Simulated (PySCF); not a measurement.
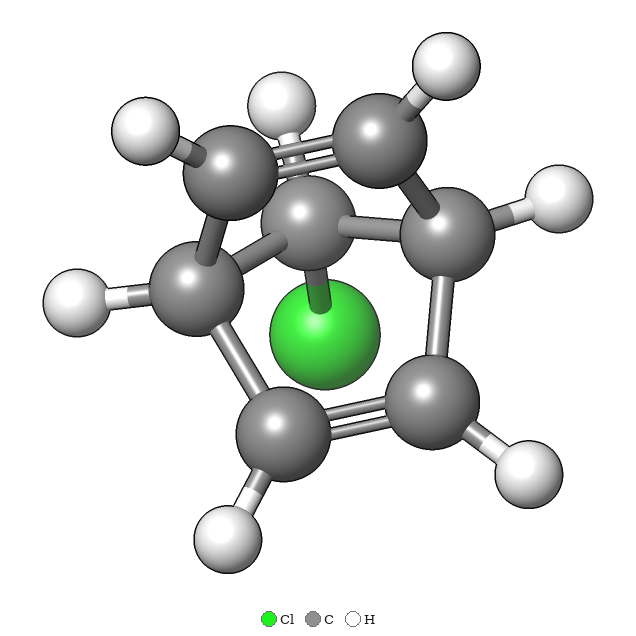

The picture shows a molecular structure as a ball-and-stick model. Double and triple bonds are drawn as two and three sticks.

The geometry was computed by an optimisation with GFN2-xTB. No frequency run is at hand to confirm it as a minimum.

**Which formula does it have?**

C7H7Cl, 15 atoms: 7 carbon, 7 hydrogen and 1 chlorine.

**Does it have rings?**

Independent rings (smallest set): 2 of 5 members.

**How many atoms are distinct by symmetry?**

9: 1 Cl, 1 C, 2 C, 2 C, 2 C, 1 H, 2 H, 2 H, 2 H.

**Which point group does it belong to?**

Cs.

The parts below concern this one geometry. Atoms keep their numbers from picture to picture.

## Geometry

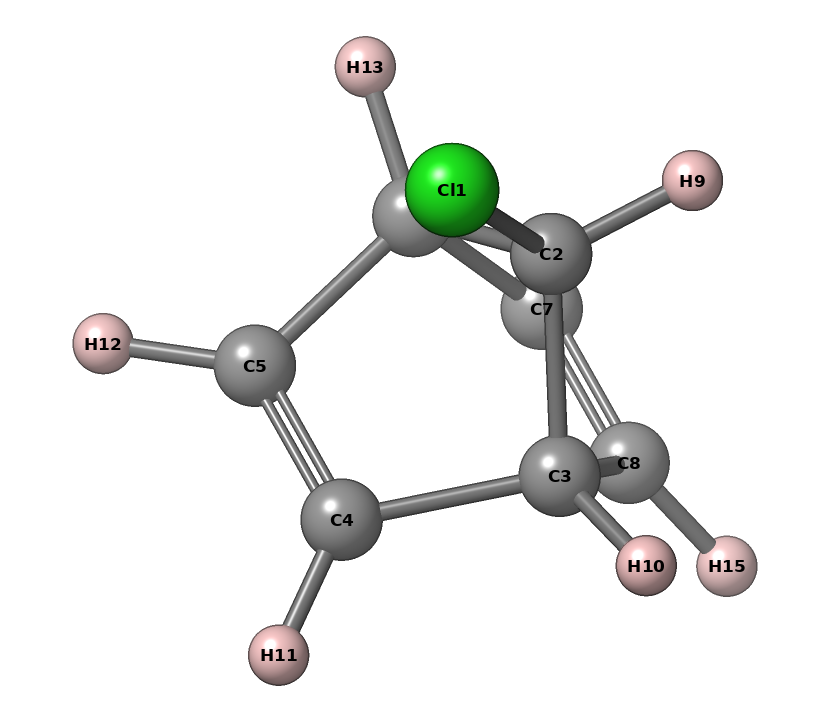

C8 lies behind C3. The molecule seen a little off the C3–C8 bond, C3 in front. Distant atoms are faded towards the background colour. No frequency run is at hand to confirm it as a minimum.

**What is the torsion angle C2–C3–C8–C7? The sign is positive where the front bond must turn clockwise to cover the back bond.**

−36°, synclinal (gauche).

## Excitation

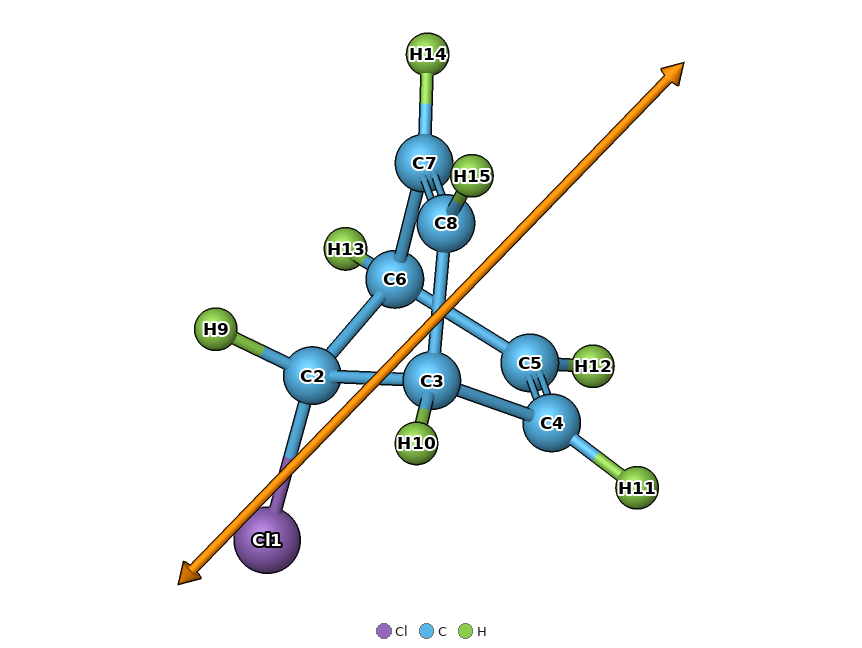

The double arrow shows the direction of the transition dipole to excited singlet state 3 (its length means nothing). No frequency run is at hand to confirm it as a minimum. Properties computed with TDDFT PBE0/def2-SVPD, vertical, gas phase, core orbitals frozen in the response (PySCF 2.14.0).

**Where does the transition lie, and how strong is it?**

6.31 eV (197 nm), oscillator strength 0.017, mainly HOMO−2 → LUMO (weight 0.97); transition dipole 0.84 D.

## NMR shielding

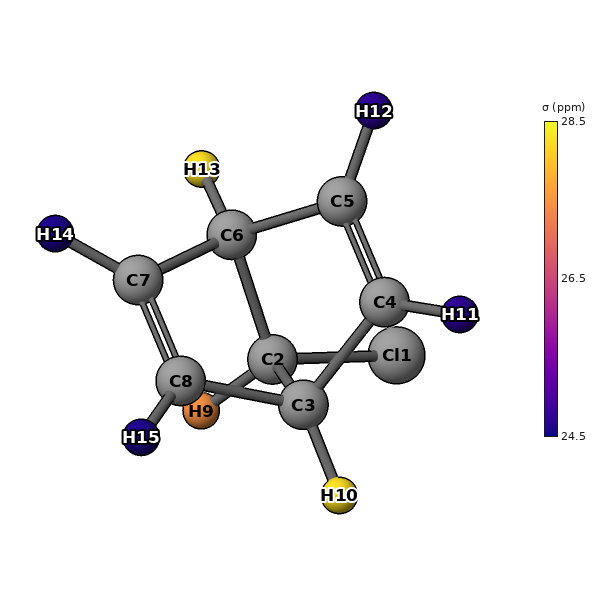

Atoms are coloured by their isotropic NMR shieldings (H only, the others grey). No frequency run is at hand to confirm it as a minimum. Method: GIAO PBE0/pcSseg-1 NMR shielding, non-relativistic, gas phase (PySCF 2.14.0).

**Which H atom is the most shielded (lowest chemical shift)?**

H10, H13 (28.22 to 28.23 ppm).

**Which H atom is the least shielded (highest chemical shift)?**

H14, H15 (24.62 ppm).

**How wide is the range of H shifts?**

3.61 ppm.

Give the isotropic NMR shieldings of the H atoms atom by atom.

```tsv
atom	σ (ppm)
H9	27.44
H10	28.23
H11	24.73
H12	24.73
H13	28.22
H14	24.62
H15	24.62
```

## Ring current

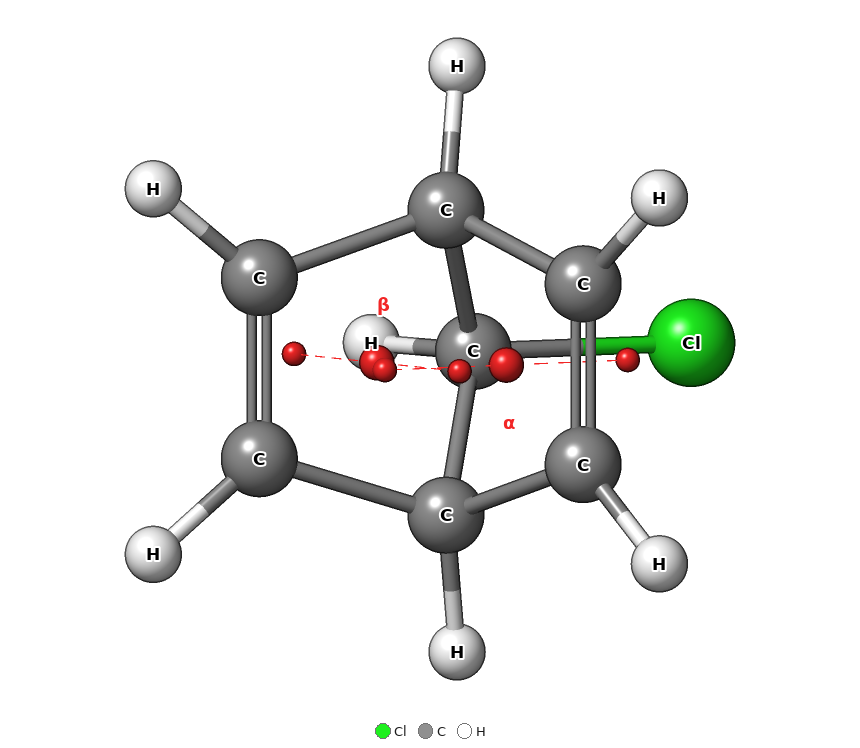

The small points mark where nucleus-independent chemical shifts (NICS) were computed: at the centre of each lettered ring and 1 Å above and below it. No frequency run is at hand to confirm it as a minimum. Properties computed with GIAO PBE0/pcSseg-1 NMR shielding, non-relativistic, gas phase (PySCF 2.14.0).

Give NICS(0), NICS(1) and the out-of-plane component NICS(1)zz for each ring (means of the two sides).

```tsv
ring	members	NICS(0)	NICS(1)	NICS(1)zz
α	C5	−1.4	−3.8	−7.8
β	C5	−2.9	−4.3	−5.2
```

Values in ppm.

**What do the values say about the ring currents?**

Ring β: weak, as in a non-aromatic ring. NICS is one index among several.
